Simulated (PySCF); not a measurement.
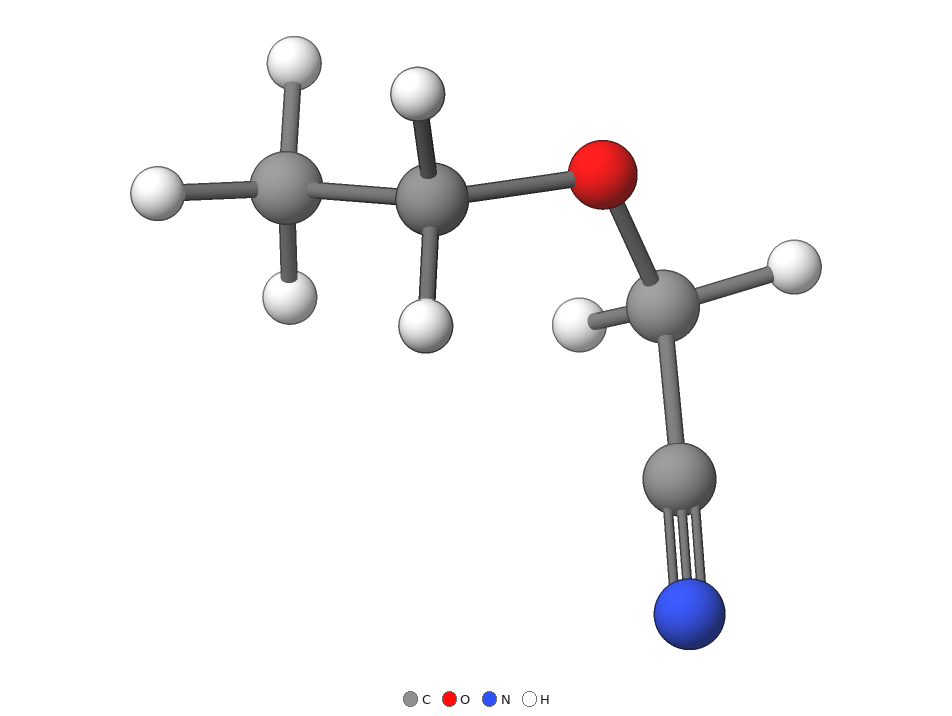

Double and triple bonds are drawn as two and three sticks.

Question: Give the formula.

Answer: C₄H₇NO, 13 atoms: 4 carbon, 7 hydrogen, 1 nitrogen and 1 oxygen.

Question: Name some functional groups or characteristic bonds that it holds.

Answer: Among them: ether, nitrile.

Question: What is the point group of this geometry?

Answer: C1.

Question: Give a SMILES string for it.

Answer: CCOCC#N

More results for the same structure follow; atom numbers are the same in all pictures, views and colours differ. The geometry was computed by an optimisation with PBE0-D3(BJ)/def2-SVP. No frequency run is at hand to confirm it as a minimum.

**Shape**

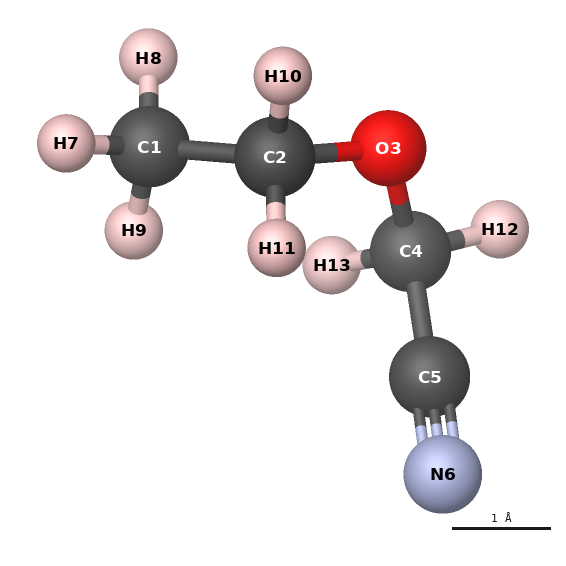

The atoms are numbered. No frequency run is at hand to confirm it as a minimum.

Question: Describe the coordination of atom 5.

Answer: C5 has 2 neighbours (C4 at 1.48, N6 at 1.16 Å); the arrangement is linear.

Question: What is the geometry at C1?

Answer: C1 has 4 neighbours (C2 at 1.52, H7 at 1.10, H8 at 1.10, H9 at 1.10 Å); the arrangement is tetrahedral.

Question: How are the neighbours of atom 2 arranged?

Answer: C2 has 4 neighbours (C1 at 1.52, O3 at 1.41, H10 at 1.10, H11 at 1.11 Å); the arrangement is tetrahedral.

Question: Describe the coordination of atom 3.

Answer: O3 has 2 neighbours (C2 at 1.41, C4 at 1.39 Å); the arrangement is bent.

Question: What is the dihedral angle C2–O3–C4–C5?

Answer: 62° in size, that is gauche.

**Dipole moment**

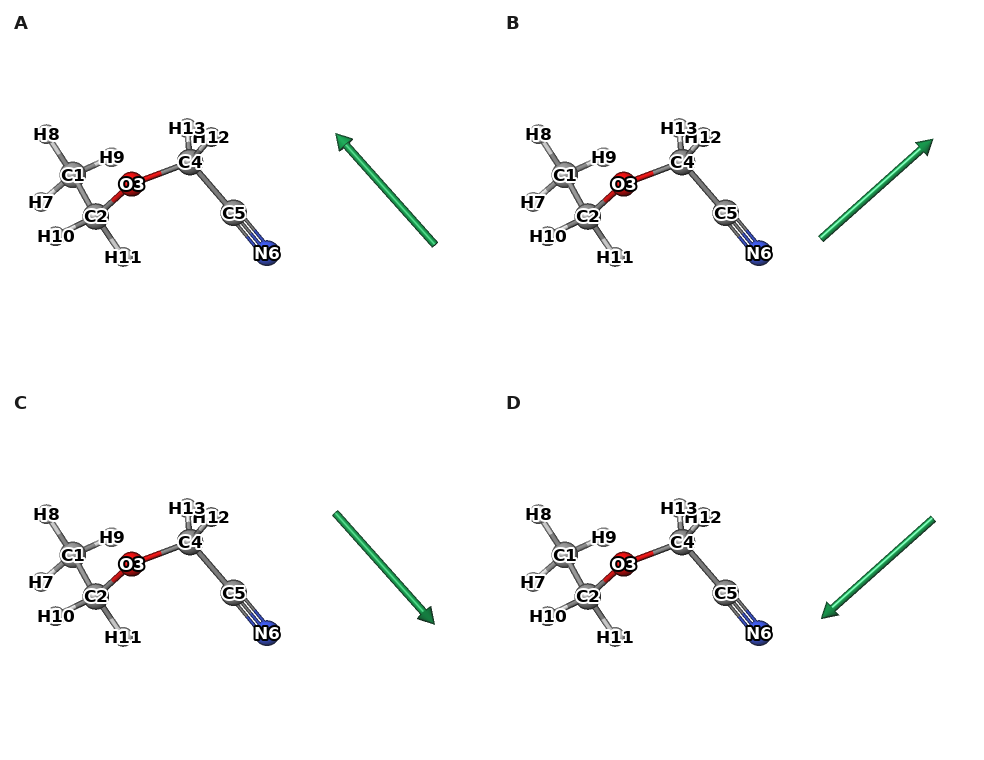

The same molecule four times, each with an arrow. No frequency run is at hand to confirm it as a minimum. Properties computed with PBE0/pcSseg-1 in water (IEF-PCM) (PySCF 2.14.0).

Question: Which arrow points along the dipole moment, from the negative to the positive end?

Answer: A. The dipole moment is 4.14 D; it points from the side of N6 to the side of H8 (the outermost atoms at the two ends).

**Quadrupole coupling**

No frequency run is at hand to confirm it as a minimum. Electric field gradients from the ground-state density, PBE0/pcSseg-1 in chloroform (IEF-PCM) (PySCF 2.14.0), non-relativistic apart from any core potentials.

Give the largest field-gradient component, the quadrupole coupling constant and the asymmetry for 17O at O3 (Q = −25.6 mb), 14N at N6 (Q = 20.44 mb), 2H at H7 (Q = 2.86 mb), 2H at H8 (Q = 2.86 mb).

| atom | V_zz (a.u.) | e²qQ/h (MHz) | η |
| --- | --- | --- | --- |
| O3 | 2.058 | −12.38 | 0.94 |
| N6 | −0.917 | −4.41 | 0.19 |
| H7 | 0.292 | 0.196 | 0.03 |
| H8 | 0.291 | 0.195 | 0.02 |

**NMR shielding**

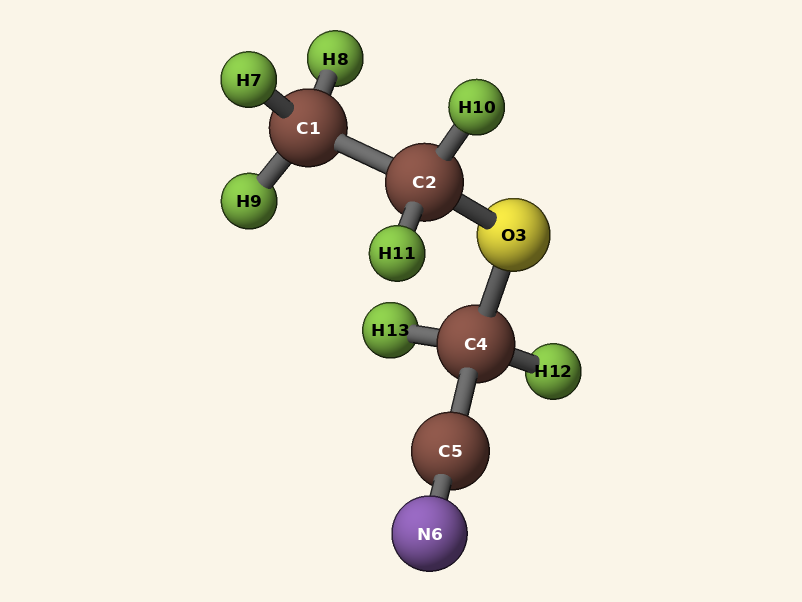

No frequency run is at hand to confirm it as a minimum. Properties computed with GIAO PBE0/pcSseg-1 NMR shielding, non-relativistic, IEF-PCM chloroform (PySCF 2.14.0). Principal shieldings σ11 ≤ σ22 ≤ σ33, span Ω = σ33 − σ11, skew κ = 3(σiso − σ22)/Ω.

Give the shielding tensors of the O atoms.

| atom | σ11 | σ22 | σ33 | σiso | Ω | κ |
| --- | --- | --- | --- | --- | --- | --- |
| O3 | 266.5 | 312.2 | 347.7 | 308.8 | 81.2 | −0.13 |

Shieldings and span in ppm.
